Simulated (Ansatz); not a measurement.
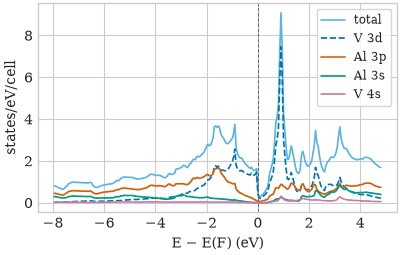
Fig. 1. Total and projected density of states of Al₃V in space group I4/mmm (No. 139; Al on 2b, Al on 4d, V on 2a), DFT-LDA in the program Ansatz with PAW potentials

Problem. Which orbitals carry the states next to the Fermi level?

Solution. Within 0.5 eV of the Fermi level: V 3d 79 %, Al 3p 16 %. Projections are on Löwdin-orthogonalised atomic valence shells; empty p or d shells of many metals are not among them.

Problem. Where is the tallest occupied peak in this window, and what makes it?

Solution. Near -0.9 eV, about 3.7 states/eV per cell; the largest projected share is V 3d.

The first step of the workflow began from a Materials Project structure, measured or hypothetical; the Crystallography Open Database copy checked does not list it. Whether it is the stable phase at ambient conditions was not checked. The cell was relaxed with LDA under the symmetry of its start; its stability against distortions is not shown here. No spin polarisation was allowed.

Potentials: the later of the program's two PAW sets.
